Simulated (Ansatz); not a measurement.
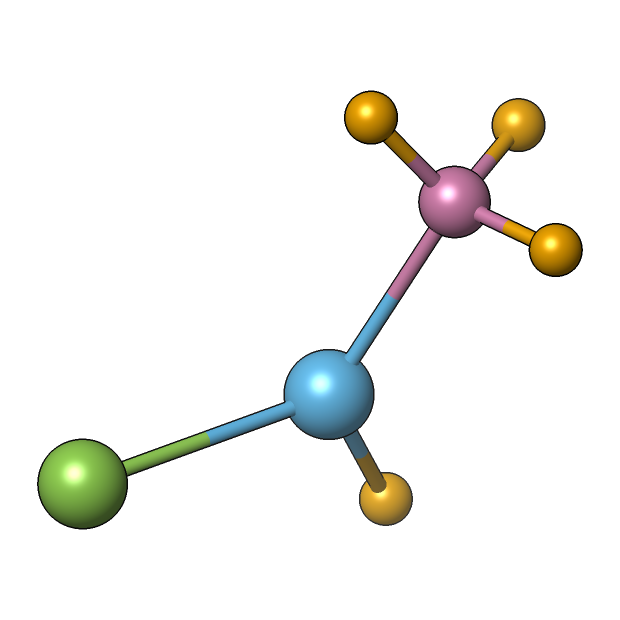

The picture shows a molecular structure as a ball-and-stick model. Colours: aluminium blue, carbon pink, bromine green, hydrogen orange.

The geometry was computed by an optimisation with PBE0-D4/def2-TZVP. No frequency run is at hand to confirm it as a minimum.

Which formula does it have?

Answer. CH4AlBr, 7 atoms: 1 carbon, 4 hydrogen, 1 aluminium and 1 bromine.

Which point group does it belong to?

Answer. C1.

The parts below concern this one geometry. Atoms keep their numbers from picture to picture.

Electronic properties

No frequency run is at hand to confirm it as a minimum. Properties computed with RKS PBE0-D4/def2-TZVPP (Ansatz 0.2.0).

Computed properties:

- HOMO energy (Kohn–Sham orbital): −8.01 eV
- LUMO energy (Kohn–Sham orbital): −1.27 eV
- HOMO–LUMO gap: 6.74 eV
- dispersion correction: −9.6 kJ/mol

Dipole moment

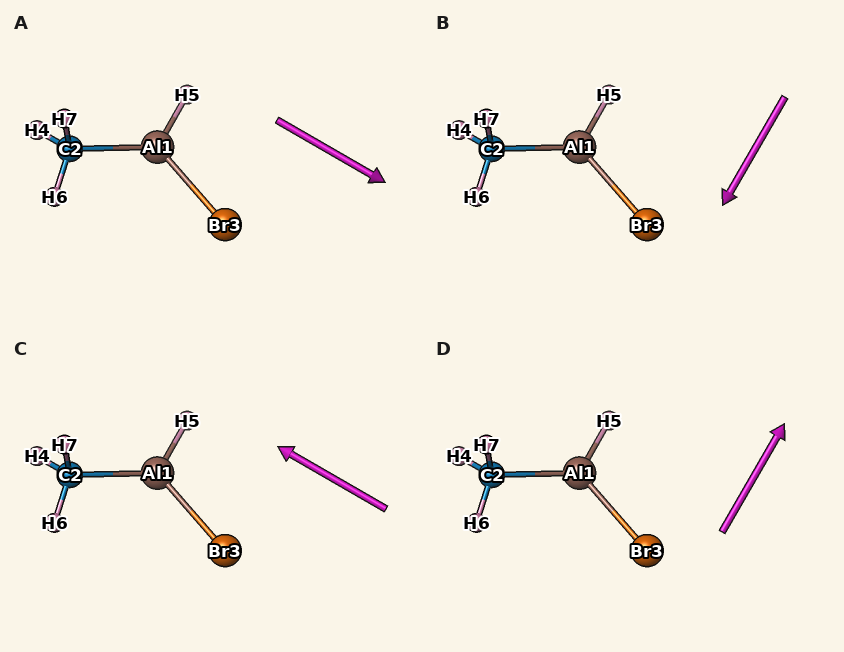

The same molecule four times, each with an arrow. No frequency run is at hand to confirm it as a minimum. Method: RKS PBE0-D4/def2-TZVP (Ansatz 0.2.0).

Which arrow points along the dipole moment, from the negative to the positive end?

Answer. C. The dipole moment is 1.88 D; it points from the side of Br3 to the side of H4 (the outermost atoms at the two ends).

Charges

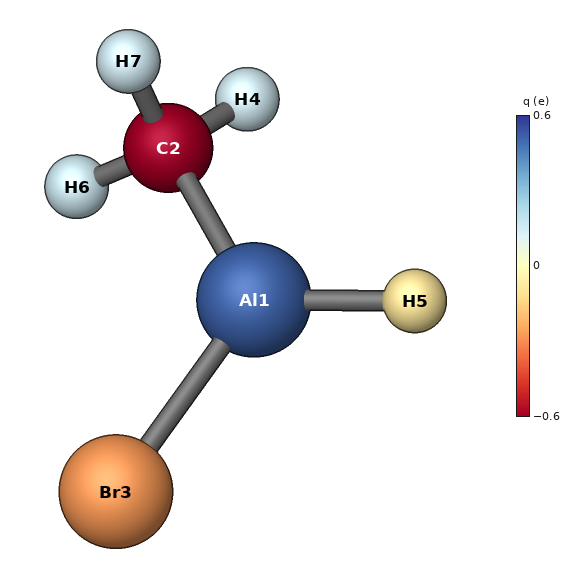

Atoms are coloured by their Mulliken charges. No frequency run is at hand to confirm it as a minimum. Level of theory: RKS PBE0-D4/def2-TZVP (Ansatz 0.2.0).

List the Mulliken charges.

| atom | value (e) |
| --- | --- |
| Al1 | 0.51 |
| C2 | −0.60 |
| Br3 | −0.27 |
| H4 | 0.15 |
| H5 | −0.09 |
| H6 | 0.16 |
| H7 | 0.15 |

Mulliken values depend strongly on the basis set and can even reverse the polarity of a bond.
